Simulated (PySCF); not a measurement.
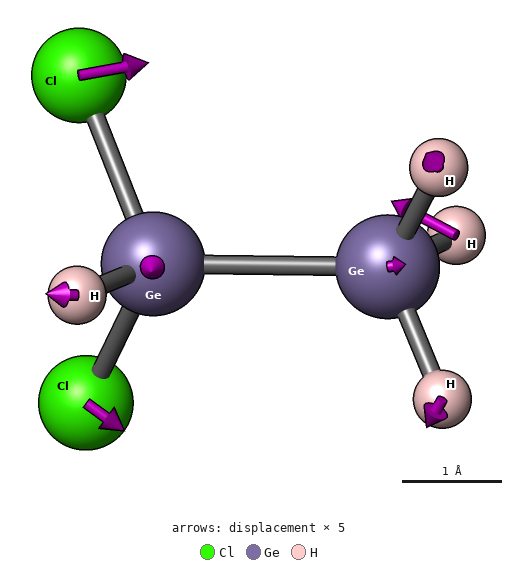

This is a relaxation of Ge2H4Cl2. The starting structure is drawn; purple arrows show the displacements, 5 times their true length. The two geometries are superimposed by the best rigid fit.

A ball-and-stick model, seen at a tilt.

The start comes from GFN2-xTB. Its atoms were then displaced at random by about 0.01 Å.

These are results of PBE0-D3(BJ)/def2-SVP geometry optimisation, gas phase (PySCF 2.14.0, density-fitted response routines), not measurements. 

> Describe the change and its energy.

The largest move after the best rigid fit is that of an H atom, 0.17 Å. Largest moves by element: H 0.17 Å, Cl 0.15 Å, Ge 0.07 Å. Near-neighbour distances that change, for instance: Cl–Ge 2.116 → 2.164 Å, Ge–Ge 2.380 → 2.419 Å, Ge–H 1.507 → 1.535 Å, Cl–Ge 2.139 → 2.163 Å. Among the angles between lasting bonds that change: Ge–Ge–H 113.0° → 107.0°, H–Ge–H 105.5° → 110.6°, Cl–Ge–Ge 112.5° → 107.4°. Over 7 geometry steps the energy falls by 11.4 kJ/mol. Cost: 63 s on 1 thread of Arm Neoverse V1, with other jobs on the host.
